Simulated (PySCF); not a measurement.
# NMR shielding calculation, with input and output: C₄H₈OSi

The run: NMR shielding calculation of C₄H₈OSi, SMILES [SiH3]OC1=CCC1. Method and program: GIAO PBE0/def2-SVP NMR shielding, non-relativistic, gas phase (PySCF 2.14.0).

The geometry comes from this level: PBE0-D3(BJ)/def2-SVP. Figures and captions count atoms from 1; the log counts them from 0 in places.

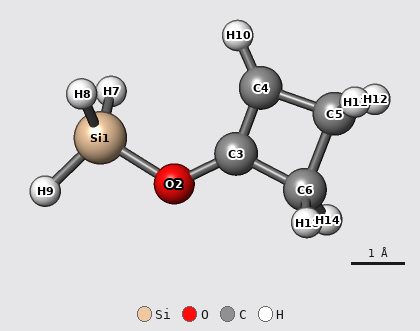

Fig. 1: The input geometry (ball-and-stick view, seen at a tilt; atoms are numbered from 1 in the order of the input).

Input file:
```
{"job": {"kind": "nmr", "xc": "PBE0", "basis": "def2-SVP", "pop": true}, "charge": 0, "multiplicity": 1}
Si     2.393774    -0.136215     0.452247
O      0.915556     0.656385     0.271645
C     -0.258679     0.018997     0.206026
C     -0.681786    -1.258548     0.265185
C     -2.128393    -0.849849     0.085940
C     -1.618574     0.622697     0.020272
H      2.610134    -1.073205    -0.689192
H      2.409467    -0.901856     1.733244
H      3.420632     0.936550     0.461646
H     -0.191708    -2.226078     0.391498
H     -2.796968    -1.059307     0.937499
H     -2.616213    -1.201170    -0.838662
H     -1.962070     1.276844     0.837794
H     -1.781845     1.135548    -0.941353
```

The first line tells a small driver script what to run in PySCF; the rest is the geometry in Å.

Hardware: 1 CPU thread, shared host.

Run as:
```bash
OMP_NUM_THREADS=1 python <driver script> task.json out
```

Log:
```
coarse grid: 12016 points
cycle   1  E = -521.1278879081  dE =  7.072e-01  |g| = 5.742e-01  |ddm| = 3.900e+00
cycle   2  E = -521.0653225870  dE =  6.257e-02  |g| = 8.156e-01  |ddm| = 1.327e+00
cycle   3  E = -521.1937511436  dE = -1.284e-01  |g| = 1.050e-01  |ddm| = 8.242e-01
cycle   4  E = -521.1956427611  dE = -1.892e-03  |g| = 4.947e-02  |ddm| = 1.426e-01
cycle   5  E = -521.1962268990  dE = -5.841e-04  |g| = 1.337e-02  |ddm| = 6.039e-02
cycle   6  E = -521.1962703961  dE = -4.350e-05  |g| = 3.039e-03  |ddm| = 1.707e-02
cycle   7  E = -521.1962726386  dE = -2.243e-06  |g| = 2.543e-04  |ddm| = 3.201e-03
final grid: 110944 points
cycle   8  E = -521.2723256837  dE = -1.214e-05  |g| = 8.972e-03  |ddm| = 2.941e-02
cycle   9  E = -521.2723016721  dE =  2.401e-05  |g| = 1.410e-02  |ddm| = 1.915e-02
cycle  10  E = -521.2723427211  dE = -4.105e-05  |g| = 1.544e-03  |ddm| = 1.248e-02
cycle  11  E = -521.2723433105  dE = -5.893e-07  |g| = 2.237e-04  |ddm| = 1.819e-03
cycle  12  E = -521.2723433203  dE = -9.806e-09  |g| = 9.730e-05  |ddm| = 3.047e-04
cycle  13  E = -521.2723433225  dE = -2.271e-09  |g| = 1.745e-05  |ddm| = 1.164e-04
cycle  14  E = -521.2723433226  dE = -7.890e-11  |g| = 2.615e-06  |ddm| = 2.878e-05
```

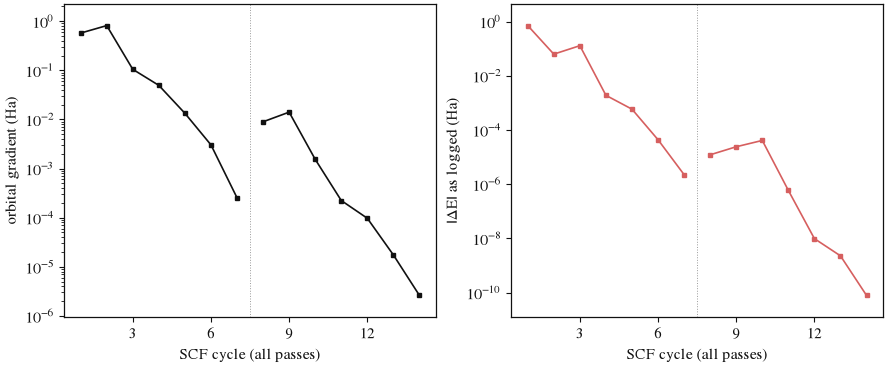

Fig. 2: Convergence of the self-consistent field: orbital gradient and size of the energy change against the SCF cycle. The dotted line marks the change from a coarse to the final integration grid. The first 7 cycles use a coarse grid, the final grid takes over at cycle 8, and the field converges after 14 cycles in all.

```
converged SCF energy = -521.2723433226

GIAO shielding tensors (ppm)
atom      isotropic    diamagn.    paramagn.     s11        s22        s33       span
  0 Si     443.663     879.342    -435.679    406.801    409.243    514.946    108.146
  1 O      233.078     393.365    -160.287    141.864    243.196    314.175    172.311
  2 C       45.010     252.419    -207.409    -47.379     65.185    117.225    164.604
  3 C       96.261     253.480    -157.219     22.389    117.838    148.554    126.165
  4 C      174.870     257.218     -82.347    158.165    177.301    189.145     30.980
  5 C      163.061     253.573     -90.511    150.557    161.309    177.318     26.761
  6 H       26.382      29.798      -3.417     23.500     24.917     30.729      7.229
  7 H       26.373      29.384      -3.012     23.479     24.886     30.753      7.273
  8 H       26.579      28.505      -1.926     23.403     24.987     31.346      7.943
  9 H       26.874      34.933      -8.059     24.301     25.287     31.034      6.734
 10 H       29.539      28.888       0.651     25.939     27.074     35.603      9.664
 11 H       29.536      29.725      -0.189     25.941     27.080     35.588      9.647
 12 H       29.035      29.734      -0.700     26.023     26.961     34.120      8.097
 13 H       29.038      30.591      -1.553     26.039     26.961     34.114      8.075
```

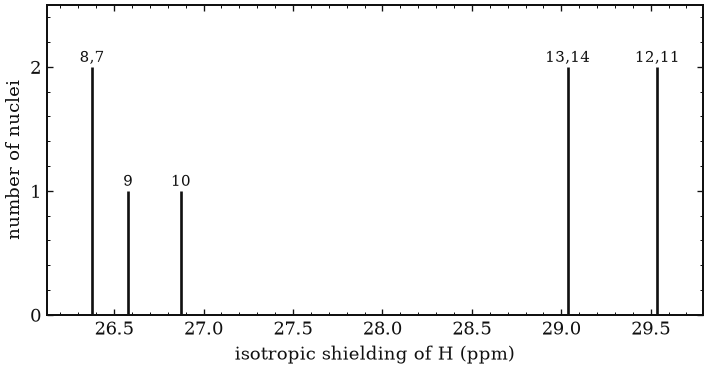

Fig. 3: Isotropic shieldings of the hydrogen nuclei in this fixed geometry, labelled by atom number; shielding grows to the right, so chemical shift grows to the left. The least shielded is H8 (26.4 ppm), the most shielded H11 (29.5 ppm).

Results in brief:

| quantity | value |
| --- | --- |
| outcome | converged |
| total energy | −521.272343 hartree |
| HOMO | −6.42 eV |
| LUMO | 0.60 eV |
| dipole moment | 0.60 D |
| isotropic shielding, Si | 443.7 ppm |
| isotropic shielding, O | 233.1 ppm |
| isotropic shielding, C | 45.0 to 174.9 ppm |
| isotropic shielding, H | 26.4 to 29.5 ppm |
| wall time | 17 s |
| peak memory | 0.67 GiB |
